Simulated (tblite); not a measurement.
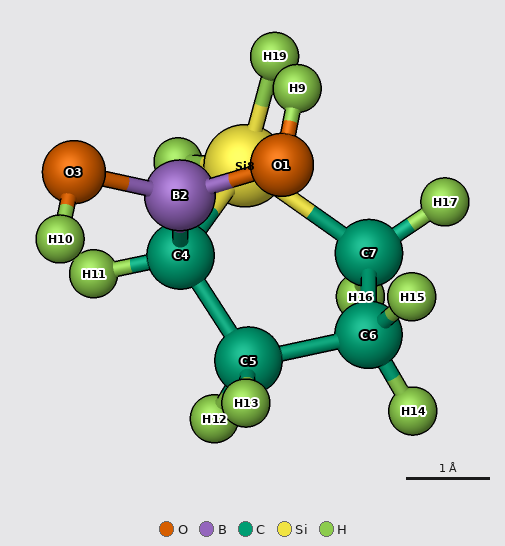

The input geometry (ball-and-stick view, seen at a tilt; atoms are numbered from 1 in the order of the input). Bond lengths as drawn: B–C 1.60 Å, B–O 1.45 to 1.48 Å, C–C 1.52 to 1.54 Å, C–H 1.11 to 1.12 Å, C–Si 1.86 Å, H–O 0.98 to 0.99 Å and H–Si 1.47 to 1.48 Å.

# Geometry relaxation, with input and output: C₄H₁₁BO₂Si (part 1 of 2)

C₄H₁₁BO₂Si, computed with GFN2-xTB geometry optimisation, gas phase (tblite 0.8.0).

The input
```
{"job": {"xc": "GFN2-xTB", "basis": "xTB", "kind": "relax"}, "charge": 0, "multiplicity": 1}
O      1.957000     1.340200     0.209200
B      1.830200    -0.094900     0.411000
O      3.027000    -0.871800     0.803400
C      0.438000    -0.843500     0.184300
C     -0.141800    -0.604600    -1.200500
C     -1.049900     0.639000    -1.185400
C     -1.902000     0.616900     0.076400
Si    -0.842900    -0.200800     1.367100
H      1.774900     1.740400     1.099100
H      3.424300    -1.137500    -0.056000
H      0.579000    -1.941400     0.359800
H     -0.763600    -1.483700    -1.497200
H      0.650500    -0.489100    -1.966600
H     -1.685400     0.666900    -2.090000
H     -0.415200     1.562700    -1.178300
H     -2.814200    -0.001100    -0.075500
H     -2.188800     1.642800     0.396700
H     -1.582200    -1.307800     2.013000
H     -0.304500     0.776500     2.321700
```

The first line tells a small driver script what to run in tblite; the rest is the geometry in Å.

Command:
```bash
OMP_NUM_THREADS=1 python <driver script> task.json out
```

Log
```
step      E/eV     max force
  0    -688.37937    2.584
  1    -688.68730    1.616
  2    -688.79643    0.632
  3    -688.82553    0.605
  4    -688.85721    0.395
  5    -688.87204    0.333
  6    -688.88944    0.417
  7    -688.90592    0.461
  8    -688.92334    0.421
  9    -688.93949    0.375
 10    -688.95652    0.473
 11    -688.98067    0.620
 12    -689.01549    1.021
 13    -689.06384    0.980
 14    -689.10663    1.533
 15    -689.16751    1.018
 16    -689.22901    0.615
 17    -689.27891    0.681
 18    -689.34902    1.183
 19    -689.40758    0.797
 20    -689.46897    1.400
 21    -689.54099    0.623
 22    -689.57447    0.557
 23    -689.63874    0.817
 24    -689.67085    0.572
 25    -689.71218    0.774
 26    -689.73545    0.339
 27    -689.74652    0.232
 28    -689.76187    0.232
 29    -689.76880    0.187
 30    -689.77684    0.149
 31    -689.77996    0.177
 32    -689.78383    0.164
 33    -689.78706    0.158
 34    -689.78936    0.099
 35    -689.79092    0.114
 36    -689.79291    0.167
 37    -689.79596    0.192
 38    -689.79976    0.172
 39    -689.80306    0.161
 40    -689.80554    0.126
 41    -689.80784    0.106
 42    -689.81008    0.108
 43    -689.81180    0.091
 44    -689.81294    0.093
 45    -689.81395    0.084
 46    -689.81508    0.083
 47    -689.81598    0.064
 48    -689.81650    0.048
 49    -689.81685    0.059
 50    -689.81727    0.056
 51    -689.81776    0.059
 52    -689.81814    0.038
 53    -689.81814    0.038
 54    -689.81827    0.030
 55    -689.81849    0.026
 56    -689.81857    0.027
 57    -689.81875    0.023
 58    -689.81886    0.023
 59    -689.81898    0.028
 60    -689.81909    0.024
 61    -689.81920    0.023
 62    -689.81929    0.022
 63    -689.81939    0.028
 64    -689.81950    0.031
 65    -689.81962    0.025
 66    -689.81973    0.027
 67    -689.81981    0.018
 68    -689.81987    0.020
 69    -689.81992    0.020
 70    -689.81998    0.021
 71    -689.82004    0.020
 72    -689.82010    0.024
 73    -689.82016    0.023
 74    -689.82024    0.020
 75    -689.82031    0.020
 76    -689.82038    0.022
 77    -689.82044    0.027
 78    -689.82050    0.023
 79    -689.82057    0.022
 80    -689.82062    0.021
 81    -689.82067    0.019
 82    -689.82073    0.022
 83    -689.82081    0.024
 84    -689.82089    0.020
 85    -689.82098    0.026
 86    -689.82105    0.028
 87    -689.82115    0.025
 88    -689.82127    0.030
 89    -689.82142    0.028
 90    -689.82154    0.025
 91    -689.82166    0.024
 92    -689.82182    0.030
 93    -689.82208    0.048
 94    -689.82241    0.052
 95    -689.82271    0.033
 96    -689.82291    0.033
 97    -689.82307    0.032
 98    -689.82330    0.046
 99    -689.82362    0.052
100    -689.82393    0.040
101    -689.82416    0.041
102    -689.82419    0.072
103    -689.82456    0.045
104    -689.82483    0.038
105    -689.82532    0.049
106    -689.82570    0.052
107    -689.82625    0.053
108    -689.82696    0.057
109    -689.82765    0.108
110    -689.82826    0.187
111    -689.82968    0.092
112    -689.83084    0.092
113    -689.83200    0.106
114    -689.83290    0.102
115    -689.83332    0.056
116    -689.83394    0.045
117    -689.83540    0.075
118    -689.83626    0.109
119    -689.83699    0.075
120    -689.83777    0.074
121    -689.83853    0.066
122    -689.83897    0.056
123    -689.83965    0.046
124    -689.84002    0.042
125    -689.84041    0.039
126    -689.84085    0.040
127    -689.84133    0.049
128    -689.84173    0.039
129    -689.84205    0.039
130    -689.84226    0.031
131    -689.84246    0.058
132    -689.84266    0.030
133    -689.84286    0.026
134    -689.84295    0.026
135    -689.84318    0.031
136    -689.84348    0.041
137    -689.84388    0.037
138    -689.84422    0.038
139    -689.84447    0.035
140    -689.84473    0.036
141    -689.84509    0.049
142    -689.84553    0.047
143    -689.84587    0.073
144    -689.84624    0.043
145    -689.84654    0.038
146    -689.84695    0.047
147    -689.84716    0.029
148    -689.84740    0.030
149    -689.84754    0.026
150    -689.84765    0.025
151    -689.84785    0.027
152    -689.84804    0.036
153    -689.84821    0.040
154    -689.84837    0.033
155    -689.84860    0.025
156    -689.84882    0.025
157    -689.84899    0.035
158    -689.84913    0.034
159    -689.84929    0.029
160    -689.84945    0.023
161    -689.84960    0.027
162    -689.84968    0.021
163    -689.84975    0.017
164    -689.84982    0.017
165    -689.84992    0.021
166    -689.85000    0.022
167    -689.85008    0.022
168    -689.85016    0.023
169    -689.85024    0.019
170    -689.85032    0.026
171    -689.85039    0.027
172    -689.85045    0.022
173    -689.85050    0.017
174    -689.85055    0.019
175    -689.85062    0.029
176    -689.85070    0.029
177    -689.85080    0.022
178    -689.85091    0.023
179    -689.85100    0.016
180    -689.85106    0.013
181    -689.85108    0.011
182    -689.85110    0.010
183    -689.85113    0.010
184    -689.85114    0.010
185    -689.85116    0.009
186    -689.85117    0.010
187    -689.85118    0.008
188    -689.85119    0.007
189    -689.85121    0.008
190    -689.85122    0.009
191    -689.85124    0.011
192    -689.85127    0.012
193    -689.85130    0.013
194    -689.85133    0.010
195    -689.85135    0.012
196    -689.85137    0.013
197    -689.85140    0.012
198    -689.85143    0.013
199    -689.85145    0.010
200    -689.85147    0.008
201    -689.85148    0.008
202    -689.85150    0.010
203    -689.85152    0.011
204    -689.85153    0.007
205    -689.85154    0.006
206    -689.85154    0.005
207    -689.85155    0.007
208    -689.85155    0.006
209    -689.85155    0.004
210    -689.85156    0.004
```

Trajectory as extended XYZ (Å, eV, eV/Å), 12 frames, from step=0 to step=210
```
19
Properties=species:S:1:pos:R:3:forces:R:3 step=0 energy=-688.37937
O     1.9570    1.3402    0.2092   -0.5200  -1.5860   1.9730
B     1.8302   -0.0949    0.4110    1.3680   0.3380   0.0640
O     3.0270   -0.8718    0.8034   -1.4050   1.0630  -1.8860
C     0.4380   -0.8435    0.1843    1.5890  -0.9440   0.0750
C    -0.1418   -0.6046   -1.2005   -0.6180  -0.1100  -1.0080
C    -1.0499    0.6390   -1.1854    0.3920   0.5390  -0.4390
C    -1.9020    0.6169    0.0764   -0.9580   0.5070  -0.1240
Si   -0.8429   -0.2008    1.3671   -0.4040  -0.2160   1.4030
H     1.7749    1.7404    1.0991    0.4110  -0.3450  -1.5010
H     3.4243   -1.1375   -0.0560   -0.2220   0.1960   1.2230
H     0.5790   -1.9414    0.3598    0.0360   0.7700  -0.2640
H    -0.7636   -1.4837   -1.4972    0.3830   0.5100   0.1800
H     0.6505   -0.4891   -1.9666   -0.3740  -0.0620   0.3210
H    -1.6854    0.6669   -2.0900    0.3440   0.0450   0.2960
H    -0.4152    1.5627   -1.1783   -0.4100  -0.7650  -0.0440
H    -2.8142   -0.0011   -0.0755    0.3890   0.6440  -0.0270
H    -2.1888    1.6428    0.3967   -0.1460  -0.6970  -0.4680
H    -1.5822   -1.3078    2.0130    0.1860   0.1730   0.0690
H    -0.3045    0.7765    2.3217   -0.0410  -0.0580   0.1560
19
Properties=species:S:1:pos:R:3:forces:R:3 step=19 energy=-689.40758
O     1.6355    1.3273    0.3795   -0.0390  -0.1750   0.5750
B     1.8654   -0.0266    0.3398   -0.7760  -0.0340  -0.1770
O     3.1194   -0.5376    0.4400   -0.0680   0.0990   0.0900
C     0.4911   -0.8750    0.1423    0.2780  -0.0350   0.0540
C    -0.1723   -0.6135   -1.2490    0.1900  -0.2550   0.4810
C    -1.0167    0.6617   -1.1806    0.1900  -0.2630  -0.0620
C    -1.9052    0.5912    0.0654   -0.1050   0.1200  -0.2440
Si   -0.8417   -0.2281    1.4028    0.5400   0.0010  -0.4500
H     2.0095    1.8722    1.0735    0.4470  -0.1800  -0.4570
H     3.2634   -1.4740    0.2815   -0.2250   0.2640   0.0970
H     0.6600   -1.9672    0.2713   -0.0350   0.5490  -0.1720
H    -0.8277   -1.4747   -1.4422    0.1130   0.2310  -0.2200
H     0.5937   -0.5389   -2.0404   -0.3480  -0.0970   0.2520
H    -1.6043    0.7507   -2.0992   -0.0150   0.1070   0.0790
H    -0.3467    1.5229   -1.1045   -0.0850  -0.1300   0.0010
H    -2.8158    0.0318   -0.1429    0.0400  -0.2420  -0.0510
H    -2.2513    1.5822    0.3227    0.0000   0.3080   0.1570
H    -1.5110   -1.3078    2.1113   -0.1310  -0.2670   0.0930
H    -0.3551    0.7127    2.4211    0.0310  -0.0010  -0.0460
19
Properties=species:S:1:pos:R:3:forces:R:3 step=38 energy=-689.79976
O     1.5967    1.3592    0.5951    0.1500   0.0850   0.0010
B     1.7705    0.0345    0.3897    0.0290  -0.0180   0.0280
O     3.0458   -0.4470    0.4843   -0.0410  -0.1360  -0.0930
C     0.4721   -0.8487    0.1497    0.0170  -0.0060   0.0650
C    -0.1880   -0.6325   -1.2275    0.0010  -0.0140   0.0280
C    -1.0091    0.6535   -1.1733    0.0510  -0.0690  -0.0940
C    -1.9258    0.5807    0.0495    0.0410   0.0280  -0.0550
Si   -0.8711   -0.2651    1.3834    0.0550  -0.0800   0.0950
H     2.4078    1.8358    0.7879   -0.0690  -0.0290  -0.0530
H     3.1591   -1.3823    0.3112   -0.0100   0.1210   0.0550
H     0.7021   -1.9111    0.2656    0.0420  -0.0070  -0.0200
H    -0.8497   -1.4809   -1.4363   -0.0010   0.1000  -0.0100
H     0.5570   -0.5901   -2.0285   -0.0220   0.0210   0.0470
H    -1.5786    0.7839   -2.0964   -0.0300   0.0150  -0.0100
H    -0.3315    1.5047   -1.0724   -0.0190  -0.0920   0.0410
H    -2.8136   -0.0067   -0.1849   -0.0160   0.0190   0.0010
H    -2.2545    1.5751    0.3327   -0.1200   0.0660   0.0180
H    -1.5329   -1.3994    2.0501   -0.0090   0.0010  -0.0530
H    -0.3662    0.6456    2.4127   -0.0470  -0.0060   0.0080
19
Properties=species:S:1:pos:R:3:forces:R:3 step=57 energy=-689.81875
O     1.6731    1.3958    0.5340   -0.0020   0.0000  -0.0060
B     1.7909    0.0575    0.3837   -0.0040  -0.0040  -0.0020
O     3.0550   -0.4577    0.4401   -0.0110  -0.0010   0.0030
C     0.4789   -0.8217    0.1878   -0.0040   0.0050   0.0210
C    -0.1809   -0.6216   -1.1939    0.0110  -0.0150   0.0130
C    -1.0061    0.6593   -1.1550    0.0190  -0.0090  -0.0060
C    -1.9470    0.5771    0.0494    0.0170  -0.0030  -0.0040
Si   -0.9069   -0.2841    1.3937    0.0070  -0.0070   0.0070
H     2.5099    1.8447    0.6647   -0.0130   0.0030  -0.0190
H     3.1368   -1.4023    0.3268   -0.0010  -0.0120   0.0030
H     0.7306   -1.8808    0.3032   -0.0130   0.0110  -0.0080
H    -0.8447   -1.4663   -1.3977   -0.0010  -0.0040  -0.0140
H     0.5666   -0.5845   -1.9908   -0.0010   0.0170   0.0030
H    -1.5572    0.7986   -2.0883    0.0020   0.0070   0.0020
H    -0.3275    1.5028   -1.0261   -0.0060   0.0120   0.0050
H    -2.8240   -0.0192   -0.2073    0.0050   0.0100   0.0040
H    -2.3054    1.5655    0.3300   -0.0110  -0.0090  -0.0010
H    -1.5862   -1.4580    1.9679    0.0130   0.0100   0.0020
H    -0.4656    0.6041    2.4704   -0.0070  -0.0100  -0.0030
```
